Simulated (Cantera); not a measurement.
Charge: 1 mol CH₄, 0.64 mol H₂, at 0.0100 bar.

Equilibrium computed with Cantera from the NASA thermochemical tables; the gas is ideal and each condensed phase is pure. Candidate condensed phases: C, C₆H₆, C₇H₈, C₈H₁₈; 76 gas species. Kinetics and transport are ignored.

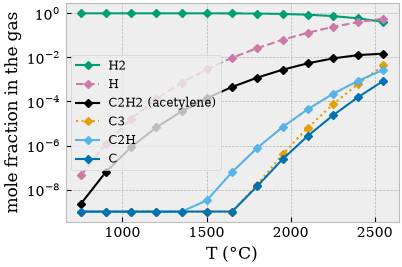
Figure. Equilibrium gas composition (values under 1e-9 drawn at 1e-9)

From 752 °C to 2552 °C the condensed part is C(graphite). The main C-bearing gas is CH₄ at 752 °C and C₂H₂ (acetylene) at 2552 °C.
